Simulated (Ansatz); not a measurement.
# C2H6FNO: small, medium and large basis sets

How large a basis does C2H6FNO need? Two functionals are run in growing sets.

Computed with Ansatz 0.2.0, Gaussian basis. Level: one geometry, several basis sets.

Plan: PBE0-D4/def2-SVP; ωB97M-V/def2-SVP; PBE0-D4/def2-QZVPP; ωB97M-V/def2-QZVPP; the functionals' def2-TZVPP values are taken from earlier runs.

## (1) The relaxed structure

All runs share one geometry, relaxed beforehand with PBE0-D4 in a triple-zeta def2 set.

SMILES `NC(F)CO`, 11 atoms, charge 0, spin multiplicity 1.

Atoms are counted from 1 here; the program's logs count them from 0.

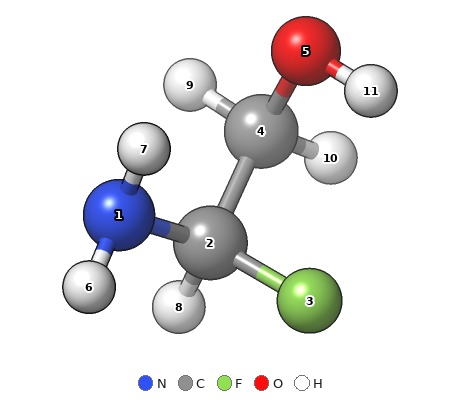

The geometry (nitrogen blue, carbon grey, fluorine green, oxygen red, hydrogen white); atoms are numbered from 1 in the order of the file.

Coordinates:

```
N    -0.3136    1.1401    0.8787
C    -0.5551   -0.1552    0.4067
F     0.0828   -1.1490    1.2074
C    -0.0145   -0.3487   -0.9933
O     1.3683   -0.0882   -1.0455
H    -0.5856    1.2685    1.8419
H     0.6499    1.4138    0.7369
H    -1.6206   -0.3942    0.4608
H    -0.5006    0.3582   -1.6675
H    -0.2465   -1.3671   -1.3259
H     1.8009   -0.7351   -0.4795
```

## (2) PBE0-D4 in def2-SVP

in.yaml reads:

```yaml
crystal:
  periodic: [false, false, false]
  atoms:
    - {symbol: N, position_ang: [-0.313610, 1.140089, 0.878664]}
    - {symbol: C, position_ang: [-0.555052, -0.155233, 0.406686]}
    - {symbol: F, position_ang: [0.082840, -1.148951, 1.207377]}
    - {symbol: C, position_ang: [-0.014476, -0.348744, -0.993266]}
    - {symbol: O, position_ang: [1.368306, -0.088176, -1.045549]}
    - {symbol: H, position_ang: [-0.585629, 1.268523, 1.841949]}
    - {symbol: H, position_ang: [0.649907, 1.413795, 0.736899]}
    - {symbol: H, position_ang: [-1.620585, -0.394221, 0.460792]}
    - {symbol: H, position_ang: [-0.500551, 0.358157, -1.667468]}
    - {symbol: H, position_ang: [-0.246538, -1.367111, -1.325897]}
    - {symbol: H, position_ang: [1.800889, -0.735128, -0.479487]}
basis:
  gaussian: {orbitals: def2-SVP}
hamiltonian: {xc: pbe0, dispersion: d4}
output: {orbitals: {seedname: orbitals}}
```

Command:

```sh
ansatz run in.yaml --threads 4 --pin off --events-out ev --progress --plain --max-ram 10444MiB
```

Further steps of the session: ωB97M-V in def2-SVP; PBE0-D4 in def2-QZVPP; ωB97M-V in def2-QZVPP.

Before running them: what should the planned runs give, taken together? Wanted: PBE0-D4: double and triple zeta above quadruple; ωB97M-V: double and triple zeta above quadruple.

The runs gave:

```
                                       quantity           value
PBE0-D4: double and triple zeta above quadruple  10.49, 0.47 eV
ωB97M-V: double and triple zeta above quadruple  10.79, 0.45 eV
```

**Reading.** For PBE0-D4 the step from double to triple zeta gains 10.02 eV and the next only 0.47 eV. Total energies overstate the basis error of differences, where much of it tends to cancel. The LUMO of ωB97M-V is positive and keeps falling with the basis (3.49 to 1.82 eV): an unbound level that the basis holds in place.
